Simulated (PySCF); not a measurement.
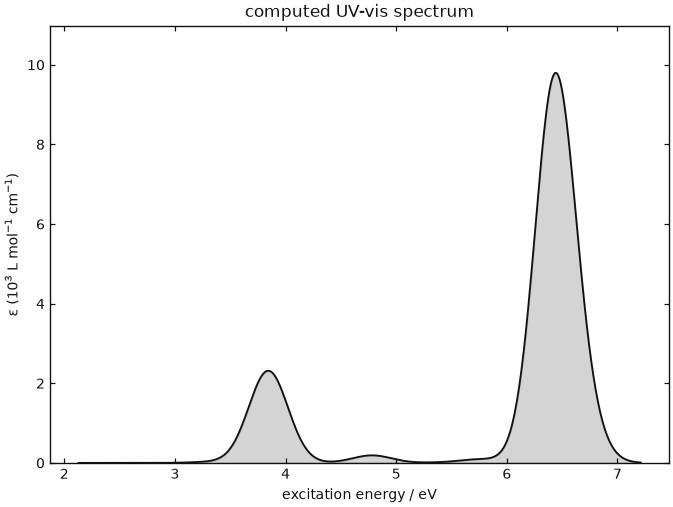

Vertical TDDFT excitations, PBE0/6-31+G(d) with PySCF, at a PBE0-D3(BJ)/def2-SVP geometry (no frequency check), gas phase. Only the first 10 singlet excitations are included; each is broadened by a Gaussian of 1/e half-width 0.25 eV. States within 0.01 eV of each other are merged, with their strengths summed. The highest state may be half of a pair whose partner wasn't computed.

Which molecule gives this spectrum?
A. CH₃BCl₂OSi, SMILES O=C[SiH2]B(Cl)Cl
B. C₄H₈BP, SMILES C#C/C=C\[BH2-][PH3+]
C. BSiH₄F, SMILES FB[SiH3]

Answer. Option A. Its lowest singlet lies at 3.33 eV (f = 0.000) and the brightest of those computed is S7/S8 at 6.44 eV (193 nm), f = 0.129, mainly HOMO−3/HOMO → LUMO/LUMO+3.

Caveats: one conformer of a flexible molecule; core orbitals are frozen in the response.
